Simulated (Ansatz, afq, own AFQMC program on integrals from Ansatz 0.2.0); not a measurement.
**SiGe₂H₇ (doublet): quantum Monte Carlo beside coupled cluster as a fragment species, def2-SVP**

How near does AFQMC come to the top of the ladder for SiGe₂H₇ (doublet)?

Computed with Ansatz 0.2.0, Gaussian basis, and an in-house AFQMC program (afq) on its integrals; all values are calculated. Level: def2-SVP, frozen cores.

Plan: CCSD(T) on UHF; PBE (unrestricted); CCSD(T) on UHF; r2SCAN (unrestricted); PBE0 (unrestricted); B3LYP (unrestricted); wB97M-V (unrestricted); B2PLYP (unrestricted); CCSD(T) on UHF; Phaseless AFQMC, CISD trial on UHF.

2 further runs of the same task are left out: 2 that didn't finish.

## 1. The geometry

The geometry is a PBE0/def2-SVP stationary point (not a proven minimum). No spin-orbit coupling is included. The filled d shell of Ge may be among the frozen orbitals whatever the setting's name suggests; the logs give the count.

10 atoms, charge 0, spin multiplicity 2.

Atoms are counted from 1 here; the program's logs count them from 0.

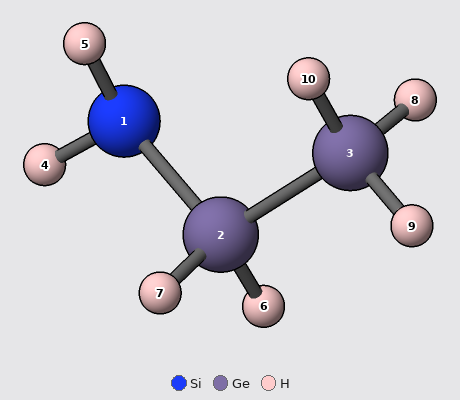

The geometry (silicon blue, germanium purple, hydrogen pink); atoms are numbered from 1 in the order of the file.

## 2. CCSD(T) on UHF

The input, in.yaml:

```yaml
crystal:
  periodic: [false, false, false]
  atoms:
    - {symbol: Si, position_ang: [0.511844, 0.449765, 1.482500]}
    - {symbol: Ge, position_ang: [-0.404591, -1.552003, 0.587581]}
    - {symbol: Ge, position_ang: [0.102524, -1.724170, -1.779937]}
    - {symbol: H, position_ang: [0.199155, 0.685094, 2.927508]}
    - {symbol: H, position_ang: [1.985992, 0.575334, 1.254771]}
    - {symbol: H, position_ang: [-1.933765, -1.529298, 0.786102]}
    - {symbol: H, position_ang: [0.144268, -2.797472, 1.321561]}
    - {symbol: H, position_ang: [-0.518493, -0.537615, -2.539463]}
    - {symbol: H, position_ang: [-0.460105, -3.035112, -2.360100]}
    - {symbol: H, position_ang: [1.627210, -1.702894, -1.995523]}
basis:
  gaussian: {orbitals: def2-SVP}
magnetization: {spin_polarized: true, initial_magnetization: 1}
correlation: {method: ccsd_t, electrons: outside_noble_gas, hamiltonian_folder: ham}
```

The run is started by

```bash
ansatz run in.yaml --threads 1 --pin off --events-out ev --progress --plain --max-ram 24576MiB --backend cuda --devices 0, --max-vram 18GiB
```

Output:

```text
Functional definition: HF
  name "HF"
  cite "Fock, Z. Phys. 61, 126 (1930) doi:10.1007/BF01340294"
  parent pbe
  exchange = exact_x
  correlation = 0
1159 factors; integrals over basis functions are off by at most 1.4e-3 eV
mean field evaluation 1: about -120901.0636 eV, gradient 1.1e1 eV
mean field evaluation 2: about -120901.0650 eV, gradient 1.1e1 eV
mean field evaluation 4: about -120902.4769 eV, gradient 2.1e0 eV
mean field evaluation 8: about -120902.5059 eV, gradient 2.9e-4 eV
mean field evaluation 16: about -120902.4767 eV, gradient 2.1e0 eV
mean field -120902.50559525 eV, -4443.0851299636 hartree, gradient 2.2e-6 eV, S^2 0.757527; 0 other end points of the search recorded, 0 dependent functions left out
33 core orbitals not correlated: weight in the atoms' cores, before any rotation towards them, 0.999 or more for the frozen orbitals, at most 0.000 for the correlated occupied ones
reference -120902.50559525 eV, -4443.0851299636 hartree; 10, 9 occupied and 74, 75 virtual orbitals, 1159 factors
second order -7.70892402 eV of doubles, -0.00000000 eV of singles
cycle   1  -8.96777184 eV  change    -1.3e0 eV  update   8.6e-2
cycle   2  -9.41636176 eV  change   -4.5e-1 eV  update   3.0e-2
cycle   3  -9.43983615 eV  change   -2.3e-2 eV  update   8.0e-3
cycle   4  -9.43776208 eV  change    2.1e-3 eV  update   2.9e-3
cycle   5  -9.43691270 eV  change    8.5e-4 eV  update   1.2e-3
cycle   6  -9.43683574 eV  change    7.7e-5 eV  update   4.8e-4
cycle   7  -9.43699574 eV  change   -1.6e-4 eV  update   2.1e-4
cycle   8  -9.43708724 eV  change   -9.2e-5 eV  update   7.6e-5
cycle   9  -9.43708277 eV  change    4.5e-6 eV  update   3.3e-5
cycle  10  -9.43707434 eV  change    8.4e-6 eV  update   1.6e-5
perturbative correction -0.25297631 eV, -0.0092967079 hartree
Total energy: -120912.19564589 eV, -4443.4412327568 hartree
```

Wall time 4.2 s (1 × NVIDIA H100 80GB HBM3 with 1 thread of AMD EPYC 7R13 (Zen 3), shared host); peak host memory 2.6 GiB.

From the report: ⟨S²⟩ of the determinant 0.758 (pure doublet: 0.75); correlation -9.6901 eV; T1 0.012; largest double amplitude 0.03.

This run also writes the integrals to the folder ham.

## 3. PBE (unrestricted)

in.yaml: that of step 2 with these lines changed.

```diff
@@ -16,2 +16,3 @@
 magnetization: {spin_polarized: true, initial_magnetization: 1}
-correlation: {method: ccsd_t, electrons: outside_noble_gas, hamiltonian_folder: ham}
+hamiltonian: {xc: {name: PBE}}
+output: {orbitals: {seedname: orbitals}}
```

The run is started by

```bash
ansatz run in.yaml --threads 1 --pin off --events-out ev --progress --plain --max-ram 8192MiB --backend cpu
```

Output:

```text
Functional definition: PBE
  name "PBE"
  cite "Perdew, Burke & Ernzerhof, Phys. Rev. Lett. 77, 3865 (1996) doi:10.1103/PhysRevLett.77.3865"
  parent pbe
  parameter kappa = 0.804
  parameter beta = 0.06672455060314922
  exchange = pbe_x(kappa = kappa, mu = beta*pi^2/3)
  correlation = pbe_c(beta = beta)
1304 factors; their error is unknown
mean field evaluation 1: about -120986.9788 eV, gradient 2.1e1 eV
mean field evaluation 2: about -120987.5943 eV, gradient 2.1e1 eV
mean field evaluation 4: about -120988.5257 eV, gradient 5.8e-1 eV
mean field evaluation 8: about -120988.4291 eV, gradient 8.4e-2 eV
mean field evaluation 16: about -120988.4291 eV, gradient 3.1e-5 eV
mean field -120988.42911112 eV, -4446.2427609309 hartree, gradient 3.1e-5 eV, S^2 0.753110; 0 other end points of the search recorded, 0 dependent functions left out
reference -120988.42915348 eV, -4446.2427624878 hartree; 43, 42 occupied and 74, 75 virtual orbitals, 1304 factors
Total energy: -120988.42915348 eV, -4446.2427624878 hartree
```

Wall time 4.5 s (1 thread of AMD EPYC 7R13 (Zen 3), shared host); peak memory 2.6 GiB.

From the report: ⟨S²⟩ of the determinant 0.753 (pure doublet: 0.75).

## 4. CCSD(T) on UHF

in.yaml: that of step 3 with these lines changed.

```diff
@@ -14,5 +14,4 @@
 basis:
-  gaussian: {orbitals: def2-SVP}
+  gaussian: {orbitals: def2-TZVPP}
 magnetization: {spin_polarized: true, initial_magnetization: 1}
-hamiltonian: {xc: {name: PBE}}
-output: {orbitals: {seedname: orbitals}}
+correlation: {method: ccsd_t, electrons: outside_noble_gas}
```

The run is started by

```bash
ansatz run in.yaml --threads 1 --pin off --events-out ev --progress --plain --max-ram 24576MiB --backend cuda --devices 0, --max-vram 18GiB
```

Output (excerpt; [...] marks lines left out):

```text
Functional definition: HF
  name "HF"
  cite "Fock, Z. Phys. 61, 126 (1930) doi:10.1007/BF01340294"
  parent pbe
[...]
1407 factors; integrals over basis functions are off by at most 1.2e-3 eV
[...]
mean field -120919.67866996 eV, -4443.7162288189 hartree, gradient 7.0e-6 eV, S^2 0.759009; 0 other end points of the search recorded, 0 dependent functions left out
33 core orbitals not correlated: weight in the atoms' cores, before any rotation towards them, 1.000 or more for the frozen orbitals, at most 0.000 for the correlated occupied ones
reference -120919.67866996 eV, -4443.7162288189 hartree; 10, 9 occupied and 193, 194 virtual orbitals, 1407 factors
second order -9.56445567 eV of doubles, -0.00000000 eV of singles
cycle   1  -10.80001386 eV  change    -1.2e0 eV  update   8.8e-2
[...]
cycle  11  -11.28857165 eV  change   -3.1e-6 eV  update   1.2e-5
perturbative correction -0.38166469 eV, -0.0140259188 hartree
Total energy: -120931.34890629 eV, -4444.1451020940 hartree
```

It took 6.5 s on 1 × NVIDIA H100 80GB HBM3 with 1 thread of AMD EPYC 7R13 (Zen 3), shared host; peak host memory 2.6 GiB.

From the report: ⟨S²⟩ of the determinant 0.759 (pure doublet: 0.75); correlation -11.6702 eV; T1 0.014; largest double amplitude 0.03.

## 5. r2SCAN (unrestricted)

in.yaml: that of step 4 with these lines changed.

```diff
@@ -14,4 +14,4 @@
 basis:
-  gaussian: {orbitals: def2-TZVPP}
+  gaussian: {orbitals: def2-SVP}
 magnetization: {spin_polarized: true, initial_magnetization: 1}
-correlation: {method: ccsd_t, electrons: outside_noble_gas}
+hamiltonian: {xc: {name: r2SCAN}}
```

The run is started by

```bash
ansatz run in.yaml --threads 1 --pin off --events-out ev --progress --plain --max-ram 8192MiB --backend cpu
```

Output:

```text
Functional definition: r2SCAN
  name "r2SCAN"
  cite "Furness, Kaplan, Ning, Perdew & Sun, J. Phys. Chem. Lett. 11, 8208 (2020) doi:10.1021/acs.jpclett.0c02405"
  cite "Furness, Kaplan, Ning, Perdew & Sun, J. Phys. Chem. Lett. 11, 9248 (2020) doi:10.1021/acs.jpclett.0c03077"
  parent r2scan
  parameter k0 = 0.174
  parameter k1 = 0.065
  parameter a1 = 4.9479
  exchange = r2scan_x(k0 = k0, k1 = k1, a1 = a1)
  correlation = r2scan_c
1304 factors; their error is unknown
mean field evaluation 1: about -121008.4079 eV, gradient 1.6e1 eV
mean field evaluation 2: about -121008.9125 eV, gradient 1.5e1 eV
mean field evaluation 4: about -121009.3206 eV, gradient 4.6e-1 eV
mean field evaluation 8: about -121009.2304 eV, gradient 8.0e-2 eV
mean field evaluation 16: about -121009.2304 eV, gradient 5.3e-5 eV
mean field -121009.23041555 eV, -4447.0071947692 hartree, gradient 5.3e-5 eV, S^2 0.755972; 0 other end points of the search recorded, 0 dependent functions left out
reference -121009.23042921 eV, -4447.0071952712 hartree; 43, 42 occupied and 74, 75 virtual orbitals, 1304 factors
Total energy: -121009.23042921 eV, -4447.0071952712 hartree
```

Wall time 12 s (1 thread of AMD EPYC 7R13 (Zen 3), shared host); peak memory 2.6 GiB.

From the report: ⟨S²⟩ of the determinant 0.756 (pure doublet: 0.75).

## 6. PBE0 (unrestricted)

in.yaml: that of step 5 with these lines changed.

```diff
@@ -16,2 +16,3 @@
 magnetization: {spin_polarized: true, initial_magnetization: 1}
-hamiltonian: {xc: {name: r2SCAN}}
+hamiltonian: {xc: {name: PBE0}}
+output: {orbitals: {seedname: orbitals}}
```

Launched as before.

Output:

```text
Functional definition: PBE0
  name "PBE0"
  cite "Adamo & Barone, J. Chem. Phys. 110, 6158 (1999) doi:10.1063/1.478522"
  cite "Perdew, Burke & Ernzerhof, Phys. Rev. Lett. 77, 3865 (1996) doi:10.1103/PhysRevLett.77.3865"
  parent pbe
  parameter a = 0.25
  parameter kappa = 0.804
  parameter beta = 0.06672455060314922
  exchange = (1 - a)*pbe_x(kappa = kappa, mu = beta*pi^2/3) + a*exact_x
  correlation = pbe_c(beta = beta)
1159 factors; integrals over basis functions are off by at most 1.4e-3 eV
mean field evaluation 1: about -120991.9511 eV, gradient 1.3e1 eV
mean field evaluation 2: about -120992.2713 eV, gradient 1.1e1 eV
mean field evaluation 4: about -120992.4867 eV, gradient 2.9e-1 eV
mean field evaluation 8: about -120992.5239 eV, gradient 4.7e-2 eV
mean field evaluation 16: about -120992.5239 eV, gradient 1.3e-4 eV
mean field -120992.52388207 eV, -4446.3932409877 hartree, gradient 4.4e-5 eV, S^2 0.753652; 0 other end points of the search recorded, 0 dependent functions left out
reference -120992.52391403 eV, -4446.3932421624 hartree; 43, 42 occupied and 74, 75 virtual orbitals, 1159 factors
Total energy: -120992.52391403 eV, -4446.3932421624 hartree
```

Wall time 8 s (1 thread of AMD EPYC 7R13 (Zen 3), shared host); peak memory 2.6 GiB.

From the report: ⟨S²⟩ of the determinant 0.754 (pure doublet: 0.75).

## 7. B3LYP (unrestricted)

in.yaml: that of step 6 with these lines changed.

```diff
@@ -16,3 +16,2 @@
 magnetization: {spin_polarized: true, initial_magnetization: 1}
-hamiltonian: {xc: {name: PBE0}}
-output: {orbitals: {seedname: orbitals}}
+hamiltonian: {xc: {name: B3LYP}}
```

Same command.

Output (excerpt; [...] marks lines left out):

```text
Functional definition: B3LYP
  name "B3LYP"
  cite "Stephens, Devlin, Chabalowski & Frisch, J. Phys. Chem. 98, 11623 (1994) doi:10.1021/j100096a001"
  cite "Becke, Phys. Rev. A 38, 3098 (1988) doi:10.1103/PhysRevA.38.3098"
  cite "Lee, Yang & Parr, Phys. Rev. B 37, 785 (1988) doi:10.1103/PhysRevB.37.785"
  cite "Vosko, Wilk & Nusair, Can. J. Phys. 58, 1200 (1980) doi:10.1139/p80-159"
[...]
1159 factors; integrals over basis functions are off by at most 1.4e-3 eV
[...]
mean field -121013.34681820 eV, -4447.1584697762 hartree, gradient 3.3e-5 eV, S^2 0.752474; 0 other end points of the search recorded, 0 dependent functions left out
reference -121013.34712028 eV, -4447.1584808775 hartree; 43, 42 occupied and 74, 75 virtual orbitals, 1159 factors
Total energy: -121013.34712028 eV, -4447.1584808775 hartree
```

Run time: 8 s. Hardware: 1 thread of AMD EPYC 7R13 (Zen 3), shared host; peak memory 2.6 GiB.

From the report: ⟨S²⟩ of the determinant 0.752 (pure doublet: 0.75).

## 8. wB97M-V (unrestricted)

in.yaml: that of step 7 with these lines changed.

```diff
@@ -16,2 +16,3 @@
 magnetization: {spin_polarized: true, initial_magnetization: 1}
-hamiltonian: {xc: {name: B3LYP}}
+hamiltonian: {xc: {name: wB97M-V}}
+output: {orbitals: {seedname: orbitals}}
```

Launched as before.

Output (excerpt; [...] marks lines left out):

```text
Functional definition: wB97M-V
  name "wB97M-V"
  cite "Mardirossian & Head-Gordon, J. Chem. Phys. 144, 214110 (2016) doi:10.1063/1.4952647"
  cite "Becke, J. Chem. Phys. 107, 8554 (1997) doi:10.1063/1.475007"
  cite "Vydrov & Van Voorhis, J. Chem. Phys. 133, 244103 (2010) doi:10.1063/1.3521275"
  # Of w^i u^j: cxij and so on, Table III.
[...]
  gx(w, u) = 1 - cx + cx01*u + cx10*w
  gss(w, u) = css00 + css04*u^4 + css10*w + css20*w^2 + css43*w^4*u^3
  gos(w, u) = cos00 + cos10*w + (cos20 + cos21*u)*w^2 + (cos60 + cos61*u)*w^6
[...]
      + integral(e_c_pw_mod_opposite_spin*gos(b97_w_opposite, b97_u_opposite)) + vv10(b, c)
1159 factors; integrals over basis functions are off by at most 1.4e-3 eV
368 factors; integrals over basis functions are off by at most 4.9e-6 eV
[...]
mean field -121002.43521878 eV, -4446.7574758936 hartree, gradient 8.2e-5 eV, S^2 0.751568; 0 other end points of the search recorded, 0 dependent functions left out
reference -121002.43526783 eV, -4446.7574776964 hartree; 43, 42 occupied and 74, 75 virtual orbitals, 1159 factors
Total energy: -121002.43526783 eV, -4446.7574776964 hartree
```

Wall time 28 s (1 thread of AMD EPYC 7R13 (Zen 3), shared host); peak memory 2.6 GiB.

From the report: ⟨S²⟩ of the determinant 0.752 (pure doublet: 0.75).

## 9. B2PLYP (unrestricted)

in.yaml: that of step 8 with these lines changed.

```diff
@@ -16,3 +16,3 @@
 magnetization: {spin_polarized: true, initial_magnetization: 1}
-hamiltonian: {xc: {name: wB97M-V}}
-output: {orbitals: {seedname: orbitals}}
+hamiltonian: {xc: {name: B2PLYP}}
+correlation: {electrons: outside_noble_gas}
```

Launched as before.

Output (excerpt; [...] marks lines left out):

```text
Functional definition: B2PLYP
  name "B2PLYP"
  cite "Grimme, J. Chem. Phys. 124, 034108 (2006) doi:10.1063/1.2148954"
  cite "Becke, Phys. Rev. A 38, 3098 (1988) doi:10.1103/PhysRevA.38.3098"
  cite "Lee, Yang & Parr, Phys. Rev. B 37, 785 (1988) doi:10.1103/PhysRevB.37.785"
[...]
1159 factors; integrals over basis functions are off by at most 1.4e-3 eV
[...]
mean field -120980.71754982 eV, -4445.9593662802 hartree, gradient 2.3e-6 eV, S^2 0.753928; 0 other end points of the search recorded, 0 dependent functions left out
33 core orbitals not correlated: weight in the atoms' cores, before any rotation towards them, 0.999 or more for the frozen orbitals, at most 0.001 for the correlated occupied ones
reference -120980.71774431 eV, -4445.9593734275 hartree; 10, 9 occupied and 74, 75 virtual orbitals, 1159 factors
second order -9.68352407 eV of doubles, -0.00000000 eV of singles
Total energy: -120983.33229580 eV, -4446.0554564228 hartree
```

Run time: 9 s. Hardware: 1 thread of AMD EPYC 7R13 (Zen 3), shared host; peak memory 2.6 GiB.

From the report: ⟨S²⟩ of the determinant 0.754 (pure doublet: 0.75).

## 10. CCSD(T) on UHF

in.yaml: that of step 9 with these lines changed.

```diff
@@ -14,5 +14,4 @@
 basis:
-  gaussian: {orbitals: def2-SVP}
+  gaussian: {orbitals: "def2-QZVPP.json"}
 magnetization: {spin_polarized: true, initial_magnetization: 1}
-hamiltonian: {xc: {name: B2PLYP}}
-correlation: {electrons: outside_noble_gas}
+correlation: {method: ccsd_t, electrons: outside_noble_gas}
```

The run is started by

```bash
ansatz run in.yaml --threads 1 --pin off --events-out ev --progress --plain --max-ram 24576MiB --backend cuda --devices 0, --max-vram 18GiB
```

Output (excerpt; [...] marks lines left out):

```text
Functional definition: HF
  name "HF"
  cite "Fock, Z. Phys. 61, 126 (1930) doi:10.1007/BF01340294"
  parent pbe
[...]
2825 factors; integrals over basis functions are off by at most 1.1e-3 eV
[...]
mean field -120922.20824847 eV, -4443.8091891146 hartree, gradient 2.5e-6 eV, S^2 0.759160; 0 other end points of the search recorded, 0 dependent functions left out
33 core orbitals not correlated: weight in the atoms' cores, before any rotation towards them, 1.000 or more for the frozen orbitals, at most 0.000 for the correlated occupied ones
reference -120922.20824847 eV, -4443.8091891146 hartree; 10, 9 occupied and 415, 416 virtual orbitals, 2825 factors
second order -10.20620449 eV of doubles, -0.00000000 eV of singles
cycle   1  -11.30209756 eV  change    -1.1e0 eV  update   8.7e-2
[...]
cycle  11  -11.79123318 eV  change   -5.1e-6 eV  update   1.2e-5
perturbative correction -0.42635069 eV, -0.0156680989 hartree
Total energy: -120934.42583234 eV, -4444.2581770405 hartree
```

It took 2.2 min on 1 × NVIDIA H100 80GB HBM3 with 1 thread of AMD EPYC 7R13 (Zen 3), shared host; peak host memory 2.6 GiB.

From the report: ⟨S²⟩ of the determinant 0.759 (pure doublet: 0.75); correlation -12.2176 eV; T1 0.014; largest double amplitude 0.02.

## 11. Phaseless AFQMC, CISD trial on UHF

It reads the integrals that the CCSD(T) run on this determinant wrote.

The run is started by

```bash
afq ham --method phaseless --trial cisd --walkers 2500 --populations 20 --least-time 60 --time-step 0.005 --steps-per-block 50 --equilibration-blocks 28 --max-blocks 4000 --target-error 0.00026 --factor-cut 1e-05 --start spin_pure --seed 7636 --release-times 0.24,0.51,0.99,1.5 --release-step 0.03 --release-every 4 --taylor-order 6
```

Output:

```text
orbitals 84  electrons 10 9  factors 754 of 1159
reference energy -4443.08512996 Eh
CCSD correlation -0.34680605 Eh in 12 cycles, weight of the determinant in the CISD state 0.8200
energy of the start -4443.431640 Eh
 block  time / (1/Eh)  mean weight  energy / Eh
     1     0.250  0.9996  -4443.421058
     2     0.500  1.0000  -4443.422436
     3     0.750  0.9996  -4443.426262
     4     1.000  0.9995  -4443.430231
     5     1.250  0.9996  -4443.433395
     6     1.500  0.9998  -4443.434792
     7     1.750  1.0002  -4443.437623
     8     2.000  0.9999  -4443.438806
     9     2.250  0.9998  -4443.439428
    10     2.500  1.0003  -4443.440049
    11     2.750  1.0003  -4443.440906
    12     3.000  0.9999  -4443.441460
    13     3.250  1.0006  -4443.442215
    14     3.500  1.0003  -4443.442078
    15     3.750  1.0000  -4443.442946
    16     4.000  1.0001  -4443.443871
    17     4.250  0.9999  -4443.443145
    18     4.500  1.0004  -4443.443396
    19     4.750  0.9996  -4443.443134
    20     5.000  1.0002  -4443.442855
    21     5.250  1.0000  -4443.441661
    22     5.500  1.0002  -4443.441285
    23     5.750  1.0001  -4443.441102
    24     6.000  1.0001  -4443.442562
    25     6.250  1.0002  -4443.443363
    26     6.500  1.0000  -4443.442469
    27     6.750  1.0000  -4443.442222
    28     7.000  1.0000  -4443.442415
    29     7.250  1.0002  -4443.442092
    30     7.500  1.0003  -4443.442698
    31     7.750  0.9998  -4443.443508
    32     8.000  0.9999  -4443.442257
    33     8.250  1.0001  -4443.442420
    34     8.500  0.9997  -4443.443212
    35     8.750  1.0001  -4443.442231
    36     9.000  0.9998  -4443.442317
    37     9.250  1.0001  -4443.442526
    38     9.500  1.0002  -4443.442919
    39     9.750  0.9996  -4443.443524
    40    10.000  1.0002  -4443.443039
    41    10.250  0.9996  -4443.441624
    42    10.500  0.9999  -4443.442048
    43    10.750  0.9997  -4443.442806
    44    11.000  1.0001  -4443.443446
    45    11.250  0.9996  -4443.443388
    46    11.500  1.0005  -4443.443642
    47    11.750  1.0001  -4443.443346
    48    12.000  1.0000  -4443.444104
    49    12.250  1.0000  -4443.443717
    50    12.500  0.9998  -4443.443185
    51    12.750  1.0004  -4443.443063
    52    13.000  1.0005  -4443.442350
    53    13.250  0.9999  -4443.442164
    54    13.500  1.0002  -4443.442703
    55    13.750  0.9999  -4443.443079
    56    14.000  1.0000  -4443.443403
    57    14.250  0.9998  -4443.443835
    58    14.500  0.9999  -4443.443139
    59    14.750  1.0000  -4443.442913
    60    15.000  0.9996  -4443.443714
    61    15.250  1.0001  -4443.444365
    62    15.500  0.9998  -4443.444700
    63    15.750  1.0002  -4443.444106
    64    16.000  0.9998  -4443.445137
    65    16.250  0.9999  -4443.443712
    66    16.500  0.9999  -4443.443193
    67    16.750  1.0005  -4443.443507
    68    17.000  0.9998  -4443.443336
    69    17.250  0.9998  -4443.443387
    70    17.500  1.0000  -4443.443086
    71    17.750  1.0001  -4443.442753
    72    18.000  1.0002  -4443.444878
    73    18.250  1.0003  -4443.444400
    74    18.500  0.9997  -4443.444110
    75    18.750  0.9998  -4443.443407
    76    19.000  1.0001  -4443.442993
    77    19.250  0.9998  -4443.442820
    78    19.500  0.9998  -4443.442353
error from the spread of 20 populations
released: time / (1/Eh)  energy / Eh  error  mean overlap
  0.24  -4443.443445  0.000161  0.9956
  0.51  -4443.443482  0.000224  0.9930
  0.99  -4443.443576  0.000216  0.9899
  1.50  -4443.443887  0.000220  0.9745
energy -4443.443213 +/- 0.000222 Eh
```

Run time: 1.8 min. Hardware: 1 × NVIDIA H100 80GB HBM3 with 2 threads of AMD EPYC 7R13 (Zen 3), shared host; peak host memory 2.6 GiB.

Energy -120912.2495 ± 0.0060 eV. Caveats: constraint bias not in the error.

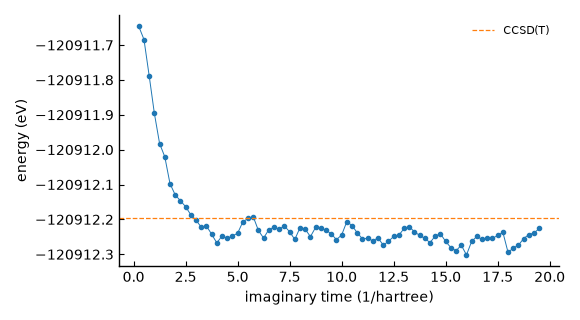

Block energies along the walk.

## 12. AFQMC on the ladder

On the UHF determinant, counted from CCSD(T) (a yardstick, not exact):

```csv
level,energy (eV),from CCSD(T) (kJ/mol),statistical error (kJ/mol),time
HF,-120902.5056,+934.9,,
MP2,-120910.2145,+191.1,,
CCSD,-120911.9427,+24.4,,
CCSD(T),-120912.1956,0.0,,
"Phaseless AFQMC, CISD trial, step 0.005, 2500 walkers",-120912.2495,-5.2,0.6,1.8 min
```

The functionals' totals stand on their own zeros and serve differences with other points: PBE -120988.429 eV; r2SCAN -121009.230 eV; PBE0 -120992.524 eV; B3LYP -121013.347 eV; wB97M-V -121002.435 eV; B2PLYP -120983.332 eV.

## 13. Results

```
                                       quantity              value
Phaseless AFQMC, CISD trial on UHF from CCSD(T)  -5.2 ± 0.6 kJ/mol
```

On UHF the phaseless walk with the CISD trial lies -5.2 kJ/mol from CCSD(T), 9 times its error bar. Error bars are statistical and leave out the constraint, the time step and what remains of the start.
